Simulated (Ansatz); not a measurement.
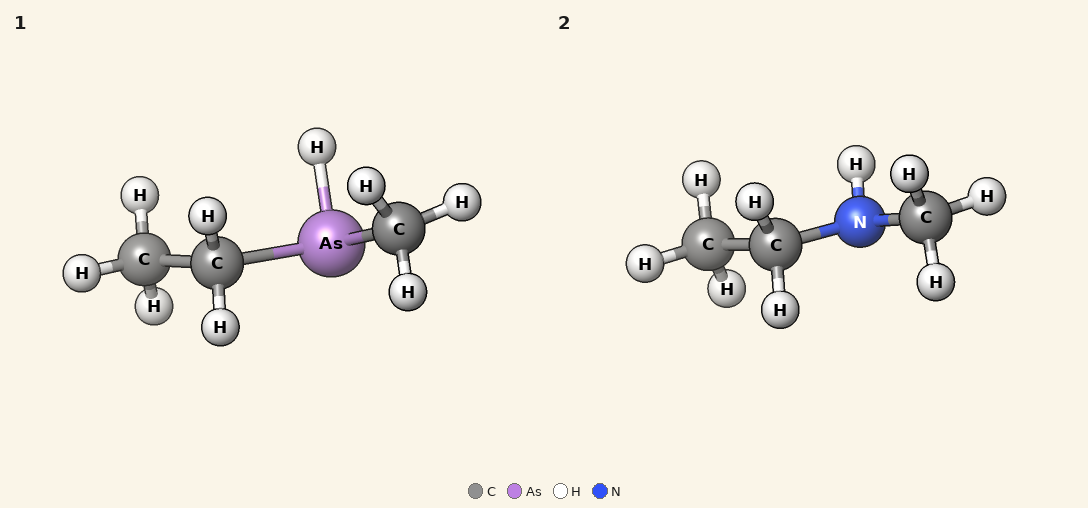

2 molecules with one skeleton, seen from the same side and at one scale. Charge 0, singlet. Computed geometries: PBE0-D4/def2-TZVP optimisations, one conformation each. Properties computed with Ansatz 0.2.0.

One atom differs, called X below: As in panel 1, N in panel 2. Their formulas are C3H9As (`CC[AsH]C`), C3H9N (`CCNC`).

> In which is the HOMO energy (Kohn–Sham orbital) higher (PBE-D4/def2-TZVPP)?

In panel 2 (X = N).

> In which is the angle C–X–C larger (PBE0-D4/def2-TZVP)?

In panel 2 (X = N).

Give the values. With PBE0-D4/def2-TZVP: mean length of X–C (Å), length of X–H (Å), angle C–X–C (°), harmonic zero-point energy (kJ/mol). With PBE-D4/def2-TZVPP: dipole moment (D), HOMO energy (Kohn–Sham orbital) (eV), HOMO–LUMO gap (eV).

| quantity | 1 (As) | 2 (N) | 2 − 1 |
| --- | --- | --- | --- |
| mean length of X–C (Å) | 1.972 | 1.446 | −0.526 |
| length of X–H (Å) | 1.528 | 1.013 | −0.515 |
| angle C–X–C (°) | 97.8 | 113.2 | +15.4 |
| dipole moment (D) | 1.08 | 0.82 | −0.26 |
| HOMO energy (Kohn–Sham orbital) (eV) | −5.62 | −4.95 | +0.67 |
| HOMO–LUMO gap (eV) | 5.48 | 5.36 | −0.12 |
| harmonic zero-point energy (kJ/mol) | 290.5 | 317.7 | +27.2 |
